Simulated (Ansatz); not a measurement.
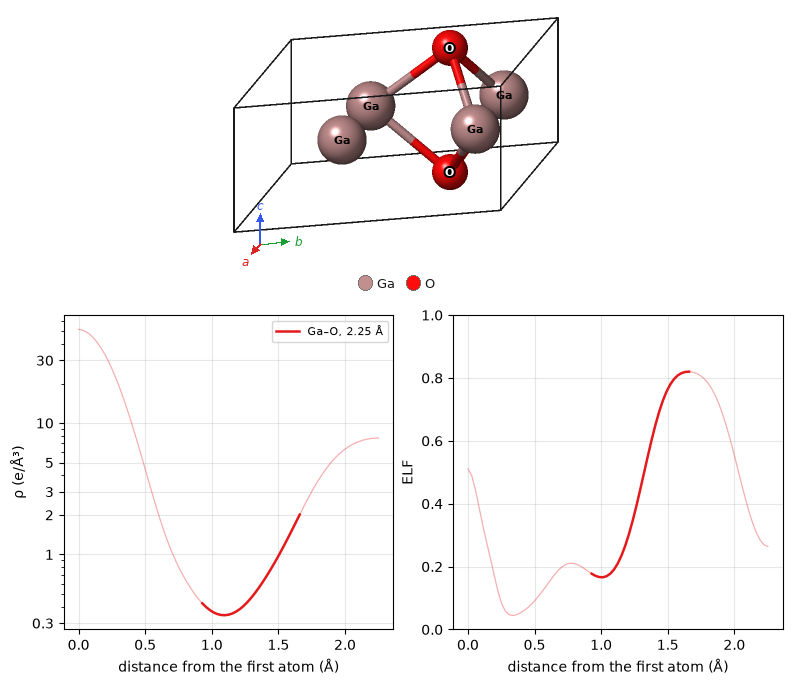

Figure. Ga$_{4}$O. Valence electron density and ELF along straight lines between neighbouring atoms. Thin, pale parts lie inside the atomic spheres. The structure is drawn too.

Space group P-6m2; a structure generated by program, which may or may not match a known phase.

Computed with DFT PBE, scalar-relativistic, plane waves, PAW (Ansatz 0.2.0).

The density is the valence pseudo-density of a PAW calculation; it isn't the true density close to the nuclei.

```
Ga O
1.0
     6.11666    0.00000    0.00000
    -3.05833    5.29718    0.00000
     0.00000    0.00000    2.79392
Ga O
4 1
Direct
  0.16671 0.83329 0.50000
  0.16671 0.33341 0.50000
  0.66659 0.83329 0.50000
  0.66667 0.33333 0.50000
  0.33333 0.66667 0.00000
```

**What can be read from the curves?**

Ga–O (2.25 Å): ρ is about 0.35 e/Å³ halfway; the ELF peaks at about 0.80 in the valence shell of O, 0.6 Å from its nucleus, and drops to about 0.15 between the two atoms (no localised pair shows between them).
